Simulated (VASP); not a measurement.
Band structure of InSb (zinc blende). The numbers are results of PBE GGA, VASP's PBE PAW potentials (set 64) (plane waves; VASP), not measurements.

Unless said otherwise, spin-orbit coupling is left out, though it shifts the bands of the heavy elements here.

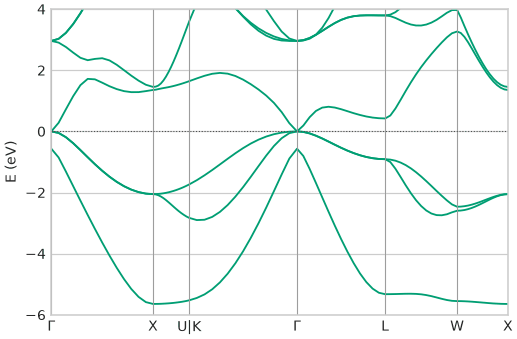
Bands along high-symmetry lines, zero at the valence-band maximum or, without a gap, the Fermi level

Problem. Read the plot: is there a gap, and where are the band edges?

Solution. It has no gap at this level: it comes out as a metal or semimetal. (Edges off the drawn lines would not show.)

The compound is InSb in the zinc blende structure. It was relaxed first, which changed the volume by +7 %.
